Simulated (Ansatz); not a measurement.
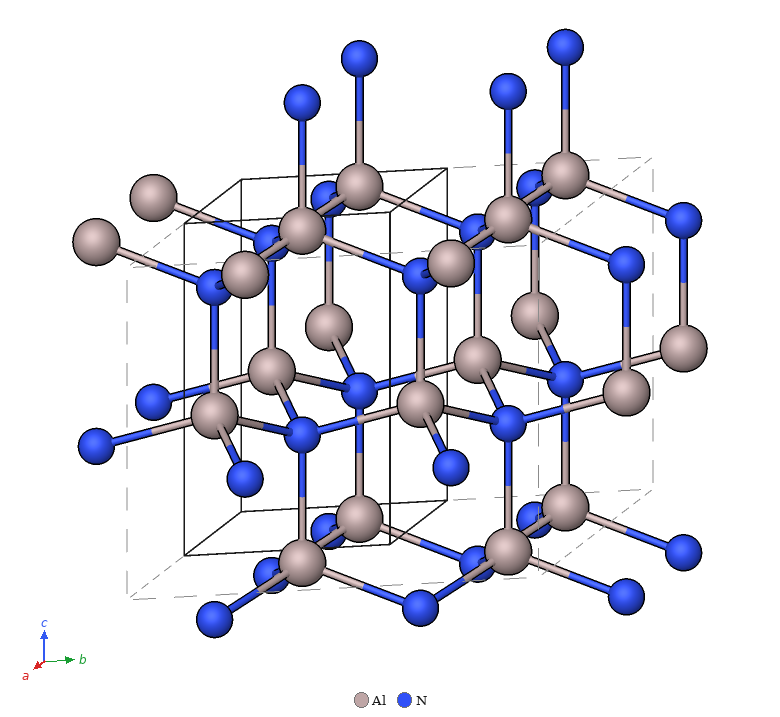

AlN (space group P6_3mc, No. 186): a calculation's input that goes back to an entry of the Crystallography Open Database (an earlier step may have relaxed or displaced it).

Bonds are taken as Al–N below 2.2 Å. The graph is simplified in the usual way: terminal and isolated atoms are pruned, two-connected atoms become edges.

### What kind of net remains, and which atoms are its nodes?

A uninodal 4-connected, three-periodic net: Al and N are 4-connected nodes.

### Which named net is it?

It is the lon net, known from lonsdaleite, wurtzite and tridymite.

### Is the net interpenetrated?

It is a single net, without interpenetration.

### Give the point symbol of each node (shortest cycle at each angle).

Al and N: 6⁶.
